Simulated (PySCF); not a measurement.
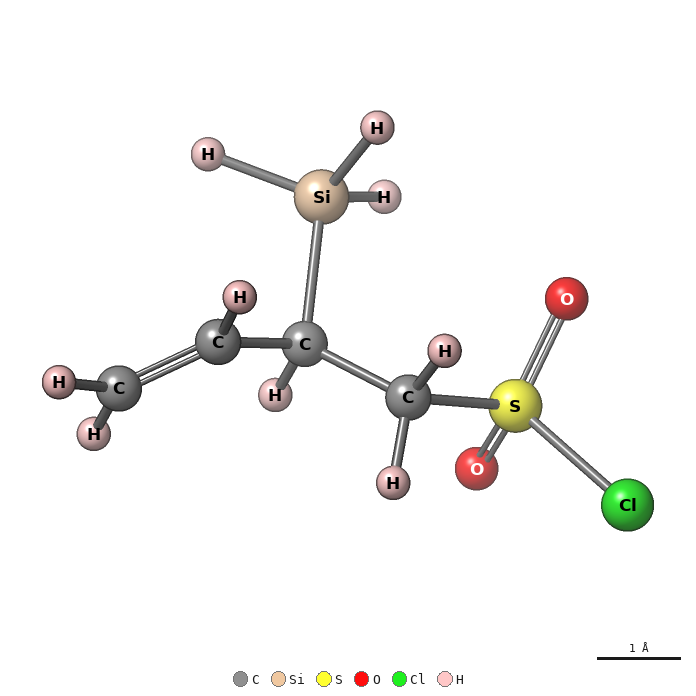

Atoms fade into the background with distance from the viewer. The geometry was computed by an optimisation with PBE0-D3(BJ)/def2-SVP. No frequency run is at hand to confirm it as a minimum. Masses are those of the most abundant isotopes; constants are for the rigid equilibrium geometry.

Q: Classify the rotor and give the rotational constants (cm⁻¹).

A: An asymmetric top (C1): A = 0.0554, B = 0.0197, C = 0.0167 cm⁻¹. Ray's parameter κ is −0.85, nearer the prolate limit.
